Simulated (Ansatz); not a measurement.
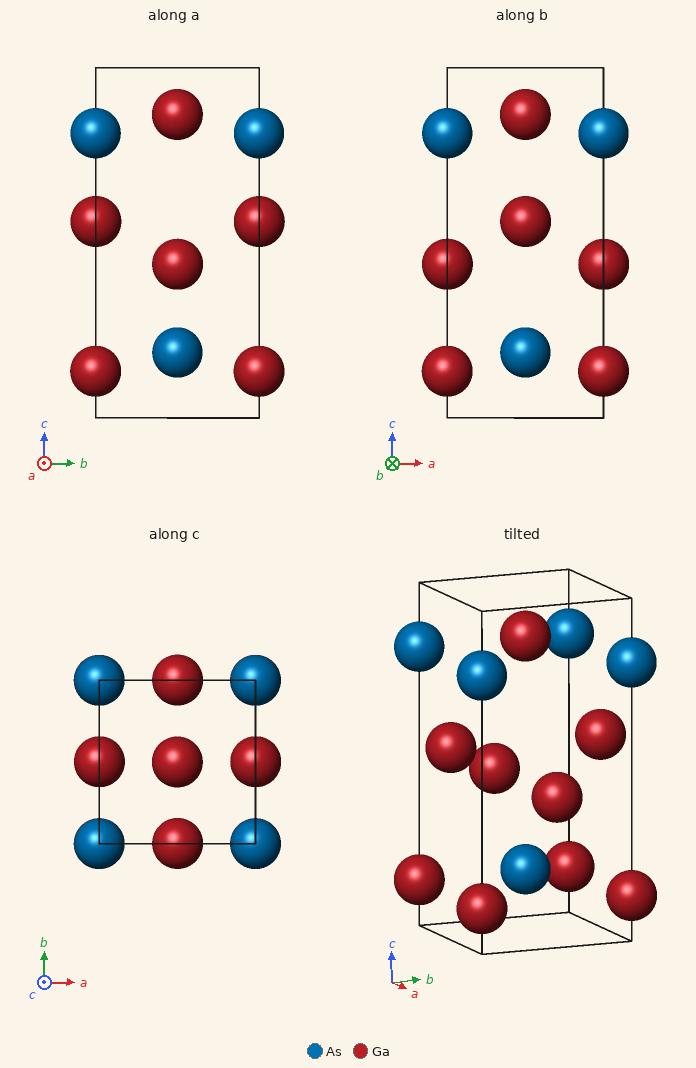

Structure drawing (spheres-only), viewed along the a axis, along the b axis, along the c axis and slightly off an axis. The unit cell is drawn as a box.

Lattice parameters: a = 3.731 Å, b = 3.900 Å, c = 8.359 Å, α = 90.02°, β = 90.02°, γ = 90.00°. Put a along x and b in the xy plane.

> Convert the drawing into a POSCAR file, with free fractional coordinates to two decimals.

```
As Ga
1.0
     3.731    0.000    0.000
     0.000    3.900    0.000
    -0.003   -0.003    8.359
As Ga
2 4
Direct
  0.00 0.00 0.81
  0.50 0.50 0.19
  0.00 0.50 0.44
  0.00 0.00 0.13
  0.50 0.00 0.56
  0.50 0.50 0.87
```

The initial geometry was a structure type filled with these elements by a generator (whether the compound takes this form wasn't checked). A relaxation with DFT PBE, scalar-relativistic, plane waves, PAW in Ansatz gave the geometry drawn.
